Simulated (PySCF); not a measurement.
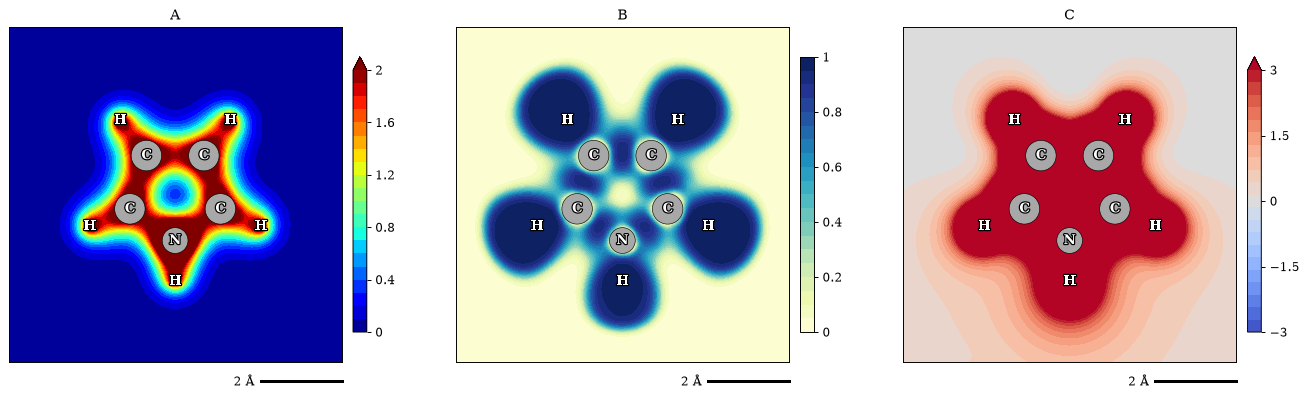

C4H5N: 3 fields on the molecular plane, with unlabelled colour scales. Grey discs cover the atomic cores.

Geometry: PBE0-D3(BJ)/def2-SVP.

All numbers below come from PySCF, PBE0/pcSseg-1, SCF density, gas phase, non-relativistic.

The calculation's input:

```
{"job": {"kind": "nmr", "xc": "PBE0", "basis": "pcSseg-1"}, "charge": 0, "multiplicity": 1}
C      0.027631    -1.187220     0.138755
C     -1.113749    -0.398761    -0.172782
C     -0.697583     0.914373    -0.238900
N      0.643601     0.939444     0.019733
C      1.099829    -0.327173     0.251853
H      0.061261    -2.267288     0.267626
H     -2.130472    -0.753151    -0.330868
H     -1.250525     1.826720    -0.451101
H      1.213560     1.772574     0.039189
H      2.146457    -0.519651     0.476766
```

Command:

```sh
OMP_NUM_THREADS=1 python probes_run.py task.json out
```

### Match the panels to the quantities (electron density, electron localisation function and electrostatic potential).

Panel A: electron density. Panel B: electron localisation function. Panel C: electrostatic potential (strongly positive close to the atoms and fading to about zero outside). From the grid: C–N (1.37 Å): ρ is about 2.2 e/Å³ halfway; the ELF peaks at about 0.90 between the atoms, as expected for localised, covalent bonding. C–C (1.38 Å): ρ is about 2.1 e/Å³ halfway; the ELF peaks at about 0.95 between the atoms: localised, covalent bonding.
